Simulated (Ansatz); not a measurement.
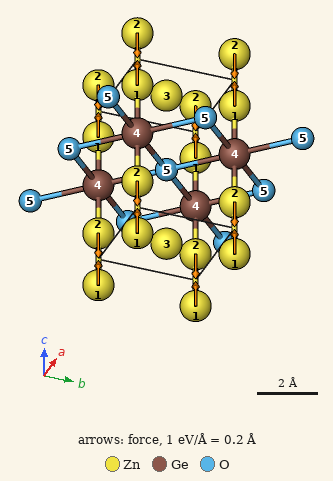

Starting geometry of solid Zn₃GeO (a generated structure, set up in P4/mmm) (coarse preliminary run) with the computed forces as orange arrows. A ball-and-stick model of the cell of the calculation, seen from a free direction.

Method: DFT PBE, scalar-relativistic, plane waves, PAW in Ansatz.

Input
```yaml
crystal:
  lattice:
    - [3.4999638, 0.0, 0.0]
    - [0.0, 3.4999638, 0.0]
    - [0.0, 0.0, 5.86261829]
  atoms:
    - { symbol: Zn, position: [0.0, 0.0, 0.82544584] }
    - { symbol: Zn, position: [0.0, 0.0, 0.17455416] }
    - { symbol: Zn, position: [0.5, 0.5, 0.0] }
    - { symbol: Ge, position: [0.0, 0.0, 0.5] }
    - { symbol: O, position: [0.5, 0.5, 0.5] }
basis:
  ecutwfc: 420
kpoints:
  mp_grid: { grid: [6, 6, 4] }
hamiltonian:
  xc: pbe
scf:
  occupations: { method: gaussian, width: 0.1 }
  lower_state_search: "off"
output:
  forces: true
  stress: true
  eigenvalues: true
relax:
  adjacent_minimum: "off"
  f_tol: 0.04
  max_steps: 70
  cell: { stress_tol: 0.4 }
```

Launched with:
```bash
ansatz run input.yaml --threads 1 --pin off --max-ram 2560MiB --backend cpu --events-out ev --progress --plain --runs-dir out
```

Question: What follows when this structure is relaxed?

Answer: It isn't relaxed: the largest force vector, on Zn atoms, is 5.02 eV/Å. Measured relative to the changing cell, the final displacements run against the starting forces (cosine between the two patterns −1.00). After 13 accepted moves (17 points after the start) the energy has fallen by 5.181 eV per cell of the calculation. Largest force component: 5 eV/Å at the start, 0.0044 eV/Å at the end. Pressure: 32.63 GPa at the start and −0.02 GPa at the end. The line search rejected the trial step at point 6 of the run. At 3 points the geometry stayed and the basis and grid were re-selected for the new cell (energy shift of 0.306 eV per cell of the calculation at most each time). The largest moves relative to the cell, 0.13 Å, are those of Zn1 and Zn2. Zn2 goes along +c. O and Ge stay in place. The volume changes by +7.1 %, with a = b 3.500 → 3.061 Å (−12.6 %), c 5.863 → 8.208 Å (+40.0 %). Some distances before and after: Zn1–Zn2 2.047 → 3.125 Å, Zn1–Ge4 1.908 → 2.542 Å, Ge4–O5 2.475 → 2.164 Å. Bonds break: Zn1–Zn2 (2.05 → 3.12 Å). The space group stays P4/mmm (No. 123). Cost: 3.1 min on 1 thread of Arm Neoverse N1, on a shared host, peak memory 0.39 GiB.
